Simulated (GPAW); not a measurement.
Consider TaVO4 (Cmmm).

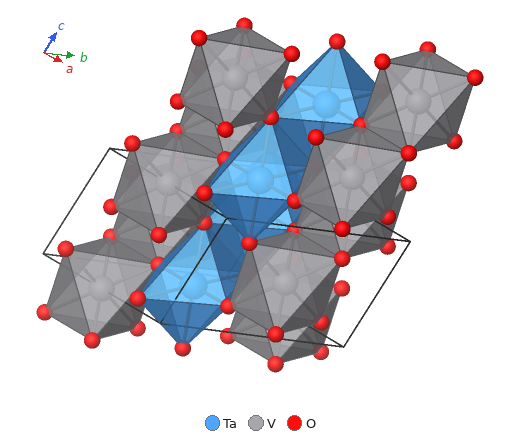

The structure (tantalum blue, vanadium grey, oxygen red). 1×1×2 cells are drawn. Some periodic images of atoms are drawn too.

```cif
data_structure
_symmetry_space_group_name_H-M 'P 1'
_symmetry_Int_Tables_number 1
_cell_length_a 6.6128
_cell_length_b 5.6502
_cell_length_c 5.6502
_cell_angle_alpha 73.099
_cell_angle_beta 54.184
_cell_angle_gamma 54.184
_cell_volume 138.39
loop_
_atom_site_label
_atom_site_type_symbol
_atom_site_fract_x
_atom_site_fract_y
_atom_site_fract_z
_atom_site_occupancy
Ta1 Ta 0.75000 0.25000 0.25000 1
Ta2 Ta 0.25000 0.75000 0.75000 1
V3 V 0.50000 0.00000 0.00000 1
V4 V 0.00000 0.50000 0.50000 1
O5 O 0.45201 0.25000 0.25000 1
O6 O 0.95201 0.75000 0.75000 1
O7 O 0.04799 0.25000 0.25000 1
O8 O 0.54799 0.75000 0.75000 1
O9 O 0.50000 0.69271 0.30729 1
O10 O 0.00000 0.19271 0.80729 1
O11 O 0.50000 0.30729 0.69271 1
O12 O 0.00000 0.80729 0.19271 1
```

Absorber: atom 5, with 1 Ta at 1.97 Å and 2 V at 2.05 Å (distorted trigonal planar, site symmetry 2mm). Method: GPAW, LDA + U (V 4 eV), full core hole (charged cell), 12-atom cell with 5.7 Å between holes, 3×3×3 k points, dipole transitions, Gaussian full width 0.9 eV up to 4 eV, rising linearly to 3.5 eV at 25 eV, without spin-orbit coupling.

What does the O K edge look like?

Main maxima up to 24 eV above the zero (height): 1.5 eV (1.10), 3.3 eV (1.54), 6.8 eV (1.67), 11.2 eV (1.96) and 20.9 eV (0.70). A K edge sees empty p states; the first features are O p mixed into the empty d states of the Ta and V neighbours, and the broad ones above probably into the cations' higher empty bands. The total-energy difference plus the lowest empty eigenvalue puts the zero at 524.84 eV. The functional and the charged cell's background leave an error in such absolute values: in the free atom LDA prices this hole 4.1 eV below PBE (computed apart), and PBE is itself good to a few eV.

The O K spectrum (energy from the lowest empty level; intensity scaled to a mean of 1 over the first 20 eV; polarised curves are means over the symmetry-equivalent atoms):

| E (eV) | isotropic | ε ∥ x | ε ∥ y | ε ∥ z |
| --- | --- | --- | --- | --- |
| -2.0 | 0.00 | 0.00 | 0.00 | 0.00 |
| -0.5 | 0.00 | 0.00 | 0.01 | 0.00 |
| 1.0 | 0.74 | 0.08 | 1.35 | 0.79 |
| 2.5 | 0.78 | 0.46 | 0.78 | 1.09 |
| 4.0 | 0.95 | 0.69 | 0.55 | 1.61 |
| 5.5 | 0.69 | 1.24 | 0.36 | 0.47 |
| 7.0 | 1.63 | 3.65 | 0.57 | 0.67 |
| 8.5 | 1.28 | 0.91 | 1.32 | 1.60 |
| 10.0 | 1.64 | 2.18 | 1.17 | 1.57 |
| 11.5 | 1.94 | 2.16 | 1.53 | 2.13 |
| 13.0 | 1.22 | 1.84 | 0.92 | 0.90 |
| 14.5 | 0.69 | 0.89 | 0.71 | 0.46 |
| 16.0 | 0.40 | 0.42 | 0.44 | 0.35 |
| 17.5 | 0.39 | 0.25 | 0.41 | 0.50 |
| 19.0 | 0.55 | 0.35 | 0.65 | 0.65 |
| 20.5 | 0.69 | 0.59 | 0.87 | 0.61 |
| 22.0 | 0.66 | 0.55 | 0.96 | 0.48 |
| 23.5 | 0.61 | 0.36 | 0.99 | 0.48 |
| 25.0 | 0.69 | 0.27 | 1.09 | 0.73 |
| 26.5 | 0.77 | 0.31 | 0.97 | 1.04 |
| 28.0 | 0.76 | 0.43 | 0.71 | 1.15 |
| 29.5 | 0.76 | 0.55 | 0.62 | 1.11 |
| 31.0 | 0.91 | 0.72 | 0.81 | 1.20 |

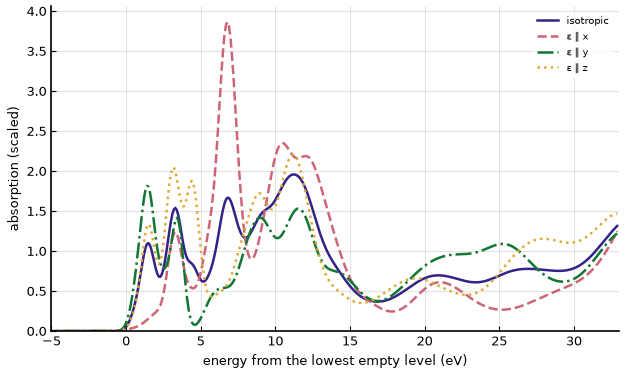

The O K edge.

The hole lies in one spin channel, while the script sums the empty states of both and takes the lower zero; where the two channels are split, this blurs and shifts the curve. The crystal has 2 inequivalent O sites and not all are shown here, while a measurement adds them all. The spins start antiferromagnetically in a simple order, which needn't be the measured one; gap and edge can depend on it. The holes are only 5.7 Å apart, so the shape is probably not converged with cell size; no larger cell was run here. The mesh is coarse (0.46 Å⁻¹ between points), so small maxima may be mesh ripples. Lifetime broadening is put in by hand, and intensities beyond about 20 eV depend on it and on the partial waves; weight that the partial waves miss at high energy is lost. The structure is a computed Materials Project entry and may be a hypothetical form.

[Banner, clock and machine lines of the logs are left out without a mark of their own.]

[Logs are printed without paths, hosts, clocks, repeated set-up lines and the standing remarks that a program may print on its own settings, such as how far it seeks lower states.]

[Hosts, paths, dates, database ids (printed as entryN), source tags and the programs' standing remarks are cut or masked in the printed files.]

[Lists of maxima count a maximum above −3 eV only where it reaches 4 % of the highest in the window and stands out from its surroundings by 2 % of it (1.5 % where it reaches 55 %); shoulders and weaker maxima are passed over, and of the rest the first, up to two pre-edge ones and the few strongest are named.]
